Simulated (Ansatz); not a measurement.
**Run report: H, molecular dynamics (part 2 of 2)**

H (disordered cell, 24 atoms in the cell); DFT r2SCAN, scalar-relativistic, plane waves, PAW, no spin polarisation (Ansatz 0.2.0); cutoff 500 eV, 1×1×1 k-mesh, Fermi–Dirac smearing of 0.05 eV. It belongs to a series of runs on one base structure; here: dynamics from the last frame of the run before.

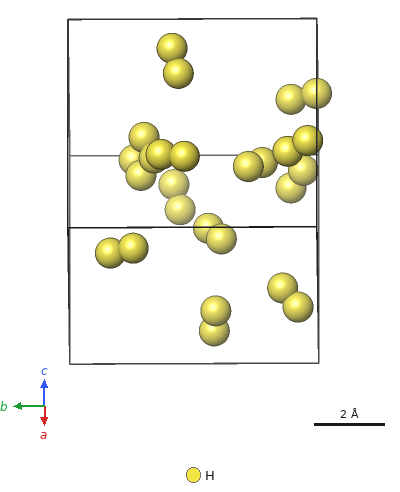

Fig. 1: The geometry at step 27 of the log (spheres-only view of the cell of the calculation, seen at an oblique angle).

## Output, continued
```
--- Forces (eV/Å), atoms counted from 1 ---
  atom   1  H      0.11145341     0.37847438     0.11395342
  atom   2  H     -0.16667144    -0.43259508    -0.02752663
  atom   3  H      0.13832451     0.69814678     0.09294896
  atom   4  H     -0.13771962    -0.72742907    -0.07221914
  atom   5  H      1.43667051     0.19999189    -0.56471892
  atom   6  H     -1.35320461    -0.02548404     0.39310893
  atom   7  H     -0.58446730     0.72710924     0.66522063
  atom   8  H      0.48088432    -0.93659105    -0.62405815
  atom   9  H     -0.05959553     0.16483838     0.44270197
  atom  10  H      0.06804930    -0.08322574    -0.32069647
  atom  11  H     -0.74519557    -1.01390209    -1.35309160
  atom  12  H      0.64307687     0.96898280     1.46149149
  atom  13  H     -0.12533422    -0.10080343    -0.02644772
  atom  14  H      0.00092408     0.02484783     0.00903989
  atom  15  H      0.17038275    -0.04536487     0.05920700
  atom  16  H     -0.07088376     0.19925122    -0.15585123
  atom  17  H     -0.05291054    -0.20084714    -0.43762318
  atom  18  H      0.31275674     0.23911819     0.56541259
  atom  19  H     -0.15948653    -0.35854371    -0.19930187
  atom  20  H      0.03944708     0.32800451    -0.01907785
  atom  21  H     -0.07551387    -0.07282976     0.04749301
  atom  22  H      0.13103485     0.07255559    -0.05608498
  atom  23  H     -0.09742226     0.05714842     0.09125615
  atom  24  H      0.09536690    -0.06086982    -0.08518783
  max |Σ_I F_I| component: 5.15e-5 eV/Å
--- MD trajectory: 40 steps, t = 0.0 → 20.0 fs ---
  final state: T = 183.2 K   F+E_penalty+E_count = -381.92882026 eV   E_kin = 0.568335 eV
```

## Trajectory as extended XYZ (Å, eV, eV/Å), 4 of the 41 frames kept, from step=0 to step=40
```
24
Lattice="7.1138 0.0000 0.0000 0.0000 7.1138 0.0000 0.0000 0.0000 7.1138" Properties=species:S:1:pos:R:3:forces:R:3 step=0 time_fs=0.0 energy=-382.06604 temperature=239.6
H     2.5524   -0.0492    6.5296   -0.1322  -0.8281   0.5051
H     2.6367    0.5616    6.1650    0.0728   0.8164  -0.4947
H     3.4355    5.9354    1.3375   -0.1239  -0.1461   0.0063
H     2.8675    5.4538    1.3143    0.1058   0.0593   0.0306
H     6.6783    3.0586    0.7714   -0.6723  -0.0890   0.0282
H     5.9252    2.9777    0.8368    0.6568   0.0732  -0.0729
H     4.9367    0.6281    1.4170   -0.1052   0.0041   0.4293
H     5.1313    0.6134    0.7145    0.1073  -0.0289  -0.4046
H     2.2660    4.8979    3.8492    0.0412   0.2435   0.5603
H     2.3464    5.2025    4.5372   -0.1251  -0.2412  -0.5431
H     5.4408    2.5807    3.1943   -0.0196   0.2033   0.3029
H     5.4692    3.0406    3.7871   -0.0479  -0.2278  -0.2985
H     0.8640    0.3521    3.3107    0.3965   0.1937  -0.3589
H     1.4380    0.6170    2.8924   -0.5124  -0.2511   0.3017
H     2.6811    2.0560    4.0226   -0.1553   0.1429  -0.0809
H     3.2293    1.7552    4.4080    0.1734  -0.0024   0.0766
H     4.7508    5.3282    5.2292    0.0023  -0.0687  -0.1559
H     4.4712    5.4145    4.5448    0.1171  -0.1477   0.1856
H     0.4547    4.4672    3.0052   -0.3038  -0.3922  -0.4804
H     0.1071    3.9987    2.5165    0.3501   0.4965   0.4776
H     4.8938    0.3073    4.9464    0.5694   0.5401   0.1825
H     5.4315    0.8224    5.0947   -0.4308  -0.3588  -0.1416
H     6.8739    3.8652    5.9202   -0.2278  -0.1449   0.6044
H     7.1231    4.0205    5.2584    0.2635   0.1538  -0.6594
24
Lattice="7.1138 0.0000 0.0000 0.0000 7.1138 0.0000 0.0000 0.0000 7.1138" Properties=species:S:1:pos:R:3:forces:R:3 step=13 time_fs=6.5 energy=-381.99142 temperature=211.7
H     2.5508   -0.0048    6.3950   -0.0327  -0.0752   0.0490
H     2.6701    0.6809    6.1466   -0.0378   0.0343   0.0131
H     3.3171    5.9377    1.2644    0.5196   0.6195   0.0027
H     2.8678    5.3752    1.2777   -0.5207  -0.6701   0.0262
H     6.6523    2.9889    0.7483   -0.3495   0.0056   0.0563
H     5.9253    2.9682    0.9326    0.3742   0.0481  -0.1300
H     5.0423    0.8359    1.3529   -0.2909   0.3197   1.0795
H     5.2051    0.5968    0.7029    0.2378  -0.4308  -1.0479
H     2.3328    4.7945    3.8505   -0.0638   0.0963   0.2447
H     2.3366    5.0788    4.5400   -0.0873  -0.0988  -0.2501
H     5.4464    2.7039    3.1582   -0.2881  -0.8267  -0.9700
H     5.5678    3.1314    3.7103    0.1515   0.7487   1.0311
H     0.7918    0.2918    3.3870    0.3015   0.3166  -0.2044
H     1.3239    0.7716    3.1450   -0.4635  -0.4150   0.1481
H     2.7109    2.0063    3.9338    0.3998  -0.1508   0.3481
H     3.2029    1.6581    4.3897   -0.3070   0.3544  -0.3960
H     4.6254    5.3376    5.2754    0.0250  -0.0880  -0.2642
H     4.4043    5.2769    4.5639    0.1888  -0.0347   0.3506
H     0.5085    4.4730    2.9518   -0.0785  -0.2020  -0.1766
H     0.2297    3.8776    2.5953    0.1451   0.3037   0.1256
H     4.8441    0.3598    5.0283    0.4537   0.2757   0.0068
H     5.4797    0.7617    5.0152   -0.3116  -0.1419   0.0034
H     6.8707    3.9986    5.9604   -0.2923  -0.0281   0.8102
H     7.1102    4.0228    5.2826    0.3268   0.0395  -0.8562
24
Lattice="7.1138 0.0000 0.0000 0.0000 7.1138 0.0000 0.0000 0.0000 7.1138" Properties=species:S:1:pos:R:3:forces:R:3 step=27 time_fs=13.5 energy=-381.92844 temperature=192.7
H     2.5706    0.0283    6.2367    0.0826   0.4495  -0.0217
H     2.7393    0.7585    6.1495   -0.1543  -0.5037   0.1149
H     3.1976    5.9241    1.2239    0.3962   0.8362   0.0603
H     2.8982    5.2729    1.1913   -0.3942  -0.8711  -0.0352
H     6.5895    2.9808    0.7722    0.4770   0.0922  -0.2063
H     5.9028    2.9333    1.0052   -0.4005   0.0662   0.0894
H     5.0607    1.0151    1.2260   -0.4860   0.7220   1.0150
H     5.2825    0.5777    0.7181    0.3851  -0.9282  -0.9758
H     2.3126    4.6675    3.8847   -0.0575  -0.0139  -0.0336
H     2.2629    4.9564    4.5603   -0.0825   0.0325   0.0555
H     5.4052    2.7708    3.1368   -0.7969  -1.1141  -1.4883
H     5.6581    3.1386    3.6675    0.6565   1.0395   1.5746
H     0.7132    0.2681    3.4131    0.0482   0.1396  -0.0400
H     1.1910    0.8399    3.3625   -0.2243  -0.2466   0.0036
H     2.7268    1.9798    3.8521    0.2922  -0.0768   0.1956
H     3.1883    1.5817    4.2895   -0.1621   0.2810  -0.2829
H     4.5369    5.2570    5.2787    0.0564  -0.0910  -0.2394
H     4.3028    5.0612    4.5961    0.2369   0.0902   0.3634
H     0.5975    4.4582    2.8874   -0.0199  -0.0347  -0.0744
H     0.3656    3.7910    2.6660    0.0162   0.0835  -0.0494
H     4.9098    0.4211    5.1432    0.1763   0.0694  -0.0367
H     5.5324    0.7821    4.9540   -0.0706  -0.0280   0.0289
H     6.8464    4.1364    5.9405    0.0490  -0.0380  -0.1240
H     7.1559    3.9602    5.2857   -0.0237   0.0443   0.1064
24
Lattice="7.1138 0.0000 0.0000 0.0000 7.1138 0.0000 0.0000 0.0000 7.1138" Properties=species:S:1:pos:R:3:forces:R:3 step=40 time_fs=20.0 energy=-381.92882 temperature=183.2
H     2.5350    0.0298    6.0419    0.1115   0.3785   0.1139
H     2.7709    0.7315    6.1791   -0.1667  -0.4326  -0.0275
H     3.1099    5.9148    1.2291    0.1383   0.6981   0.0929
H     2.9765    5.2093    1.1484   -0.1377  -0.7274  -0.0722
H     6.5274    2.9676    0.8076    1.4367   0.2000  -0.5647
H     5.8647    2.9074    1.0334   -1.3532  -0.0255   0.3931
H     4.9857    1.0261    1.1359   -0.5845   0.7271   0.6652
H     5.3000    0.5163    0.7545    0.4809  -0.9366  -0.6241
H     2.2647    4.5998    3.8963   -0.0596   0.1648   0.4427
H     2.1260    4.8319    4.5946    0.0680  -0.0832  -0.3207
H     5.4058    2.7811    3.0949   -0.7452  -1.0139  -1.3531
H     5.6667    3.1475    3.6265    0.6431   0.9690   1.4615
H     0.6304    0.2353    3.4220   -0.1254  -0.1008  -0.0264
H     1.0121    0.8598    3.5170    0.0009   0.0248   0.0090
H     2.7610    1.9967    3.7867    0.1704  -0.0454   0.0592
H     3.1893    1.5089    4.1537   -0.0709   0.1992  -0.1559
H     4.4853    5.1503    5.3418   -0.0529  -0.2009  -0.4376
H     4.2321    4.8637    4.6899    0.3127   0.2391   0.5654
H     0.7307    4.4023    2.8069   -0.1595  -0.3586  -0.1993
H     0.5352    3.7042    2.6220    0.0395   0.3280  -0.0191
H     5.0330    0.4842    5.2150   -0.0755  -0.0728   0.0475
H     5.6246    0.8358    4.9513    0.1311   0.0726  -0.0561
H     6.8024    4.2811    5.7988   -0.0974   0.0572   0.0912
H     7.2436    3.9140    5.3350    0.0954  -0.0609  -0.0852
```

This output came from the following input.

## Input file
```yaml
crystal:
  lattice:
    - [7.113787, 0.0, 0.0]
    - [0.0, 7.113787, 0.0]
    - [0.0, 0.0, 7.113787]
  atoms:
    - { symbol: H, position: [0.35879993, -0.00691438, 0.91787556] }
    - { symbol: H, position: [0.37064683, 0.07894803, 0.86662847] }
    - { symbol: H, position: [0.48294166, 0.83435174, 0.18801488] }
    - { symbol: H, position: [0.40308532, 0.76664566, 0.18475657] }
    - { symbol: H, position: [0.9387807, 0.42995556, 0.10843604] }
    - { symbol: H, position: [0.83291144, 0.41858514, 0.11762698] }
    - { symbol: H, position: [0.69396402, 0.08829174, 0.19918911] }
    - { symbol: H, position: [0.72132383, 0.08622102, 0.10043511] }
    - { symbol: H, position: [0.31853772, 0.68851395, 0.54109239] }
    - { symbol: H, position: [0.3298381, 0.73133163, 0.63780046] }
    - { symbol: H, position: [0.76482084, 0.36277152, 0.44902507] }
    - { symbol: H, position: [0.76881014, 0.42742474, 0.5323674] }
    - { symbol: H, position: [0.12145678, 0.04950235, 0.46539296] }
    - { symbol: H, position: [0.20213955, 0.08673026, 0.40658885] }
    - { symbol: H, position: [0.37689358, 0.28902152, 0.56546036] }
    - { symbol: H, position: [0.45395594, 0.24673602, 0.61964478] }
    - { symbol: H, position: [0.66782923, 0.7489923, 0.7350818] }
    - { symbol: H, position: [0.62852318, 0.76112685, 0.63887342] }
    - { symbol: H, position: [0.06391719, 0.62795967, 0.42245062] }
    - { symbol: H, position: [0.01505637, 0.56209903, 0.35374416] }
    - { symbol: H, position: [0.68792619, 0.0431985, 0.69531945] }
    - { symbol: H, position: [0.76352281, 0.11560845, 0.71617175] }
    - { symbol: H, position: [0.96627971, 0.54334044, 0.83222032] }
    - { symbol: H, position: [1.00130713, 0.5651745, 0.73918936] }
basis:
  ecutwfc: 500.0
kpoints:
  mp_grid: { grid: [1, 1, 1] }
hamiltonian:
  xc: r2scan
scf:
  occupations: { method: fermi_dirac, width: 0.05 }
  lower_state_search: "off"
md:
  timestep: 0.5
  n_steps: 40
  ensemble: nvt_langevin
  temperature: 250.0
  initial_velocities: maxwell_boltzmann
  seed: 905725
  friction: 0.02
```

Launched with:
```bash
ansatz run input.yaml --threads 1 --pin off --max-ram 3072MiB --backend cpu --events-out ev --progress --plain --runs-dir out
```

## Key numbers

| quantity | value |
| --- | --- |
| outcome | finished |
| mean temperature over the second half | 206 K |
| trajectory | 40 steps, 20 fs |
| ensemble | nvt_langevin |
| temperature in the input | 250.0 K |
| time step | 0.5 fs |
| electrons treated | 24 |
| potential energy (free energy of the electrons) (last step) | −381.9288 eV |
| Fermi energy (last step) | −3.780 eV |
| largest force (length of the vector) (last step) | 1.868 eV/Å |
| hardware | 1 thread of Arm Neoverse V2, 24 GiB of memory available, shared host |
| wall time | 8.8 min |
| peak memory | 0.39 GiB |

The k-point mesh is coarse for a cell of this size, so the results may not be converged. So short a trajectory is not equilibrated. The logged temperature at the start can lie below the typed one, since it is counted over all degrees of freedom.
